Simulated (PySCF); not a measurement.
## EPR calculation of C₃H₆FOSi

- system: C₃H₆FOSi, multiplicity 2, SMILES C=[C]CO[SiH2]F
- method: UKS B3LYP, pcH-1 on C F H O Si, non-relativistic, mean-field spin-orbit, GIAO (PySCF 2.14.0)

It belongs to a series of runs on one base structure; here: H removed from sp2 C.

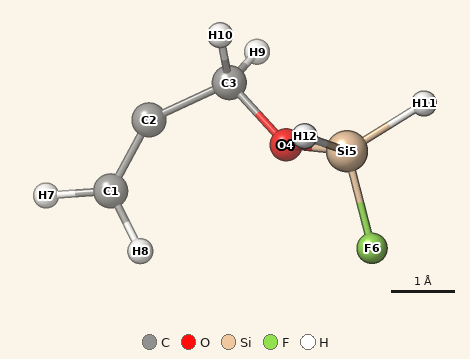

*The input geometry (ball-and-stick view, seen at a tilt; atoms are numbered from 1 in the order of the input).*

Bond lengths as drawn: C–C 1.29 to 1.46 Å, C–H 1.08 to 1.10 Å, C–O 1.41 Å, F–Si 1.60 Å, H–Si 1.45 Å and O–Si 1.61 Å.

## Key numbers

- outcome: converged
- total energy: −582.500798 hartree
- ⟨S²⟩: 0.758
- isotropic g: 2.0022
- hardware: 1 CPU thread, shared host
- wall time: 43 s
- peak memory: 0.75 GiB

## Input
```
{"job": {"kind": "epr", "basis": "pcH-1"}, "charge": 0, "multiplicity": 2}
C      2.353449    -0.245227    -0.238182
C      1.625528     0.353302     0.644010
C      0.242963     0.578505     1.042474
O     -0.649918    -0.022007     0.124072
Si    -1.967493     0.505095    -0.626373
F     -2.169484    -0.622615    -1.741048
H      3.431692    -0.188503    -0.231876
H      1.940509    -0.851678    -1.046079
H      0.062875     0.131926     2.029315
H      0.044526     1.655347     1.112491
H     -3.140297     0.470334     0.233403
H     -1.773150     1.764275    -1.328233
```

The first line tells a small driver script what to run in PySCF; the rest is the geometry in Å.

Run as:
```bash
OMP_NUM_THREADS=1 python <driver script> task.json out
```

## Output
```
UKS, coarse grid
  cycle   1  E = -582.35201286  |g| = 6.66e-01
  cycle   2  E = -582.07581628  |g| = 1.12e+00
  cycle   3  E = -582.49697868  |g| = 9.16e-02
  cycle   4  E = -582.49965701  |g| = 5.25e-02
  cycle   5  E = -582.50070644  |g| = 1.42e-02
  cycle   6  E = -582.50078586  |g| = 4.91e-03
  cycle   7  E = -582.50080677  |g| = 2.04e-03
  cycle   8  E = -582.50081532  |g| = 1.77e-03
  cycle   9  E = -582.50081935  |g| = 5.51e-04
UKS, final grid
  cycle   1  E = -582.50079789  |g| = 6.22e-04
  cycle   2  E = -582.50079778  |g| = 1.00e-03
  cycle   3  E = -582.50079829  |g| = 1.58e-04
  cycle   4  E = -582.50079835  |g| = 1.30e-04
  cycle   5  E = -582.50079839  |g| = 4.44e-05
  cycle   6  E = -582.50079839  |g| = 1.26e-05
E = -582.50079839 Eh   <S^2> = 0.7584 (exact 0.7500)
g shifts (ppm)      1          2          3
  rmc          -161       -161       -161
  gc             40          9          7
  oz_so        -653        -19        622
  total        -774       -171        468
hyperfine (MHz)  atom isotope    a_iso     a_fc   dipolar eigenvalues
    0   13C     -15.67     -15.67    -17.91      2.48     15.43
    1   13C     260.29     260.41    -81.68    -61.62    143.31
    2   13C      66.00      66.00     -4.17     -3.24      7.41
    3   17O     -64.82     -64.80    -16.45      7.64      8.80
    4  29Si     -10.43     -10.45     -3.52      1.64      1.88
    5   19F       1.77       1.73     -3.80     -3.56      7.36
    6    1H     122.98     122.98     -6.42     -5.22     11.63
    7    1H     183.67     183.67     -4.80     -1.88      6.68
    8    1H       7.21       7.21     -7.62     -4.49     12.11
    9    1H      16.45      16.45     -7.89     -4.47     12.36
   10    1H       4.62       4.62     -0.85     -0.73      1.58
   11    1H      -0.66      -0.66     -1.11     -0.90      2.01
```

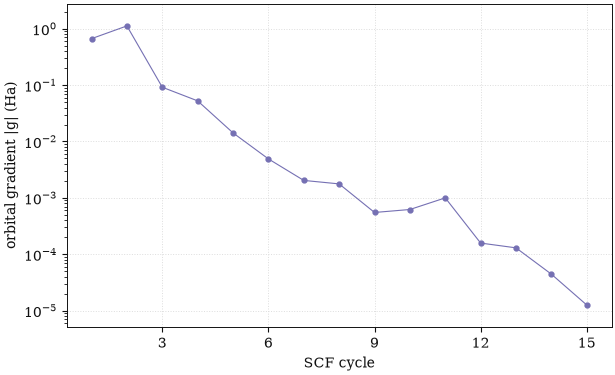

*Convergence of the self-consistent field: orbital gradient |g| against the SCF cycle.*

All cycles printed in the log are drawn one after another.

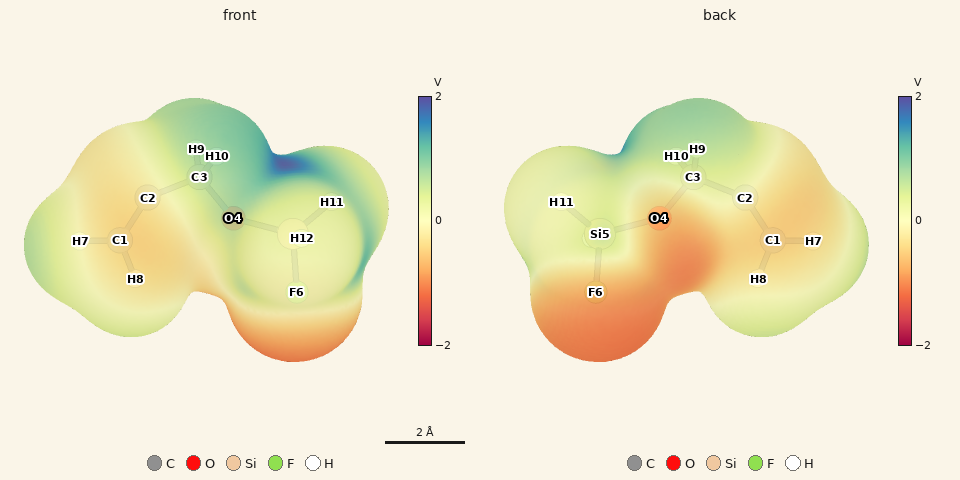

*The molecular electrostatic potential painted on the density surface at 0.001 e/bohr³, seen face on and from behind; red is negative and blue positive.*

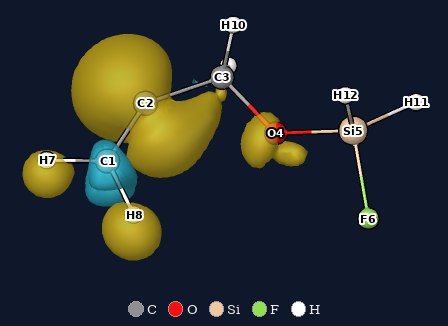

*Isosurfaces of the spin density (α minus β) at +0.03 (yellow) and −0.03 e/Å³ (cyan), seen at a tilt.*

The unpaired spin (1 electron) lies mostly on C2 (about 0.7), in electrons by Hirshfeld's partition.

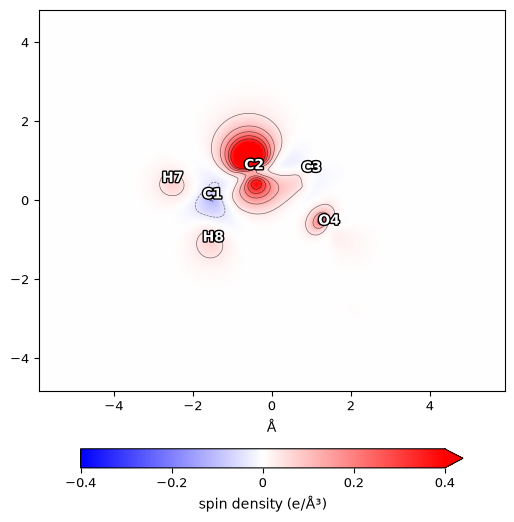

*Spin density (α minus β) on the plane of atoms C2, C3 and O4.*

The unpaired spin (1 electron) lies mostly on C2 (about 0.7), in electrons by Hirshfeld's partition.
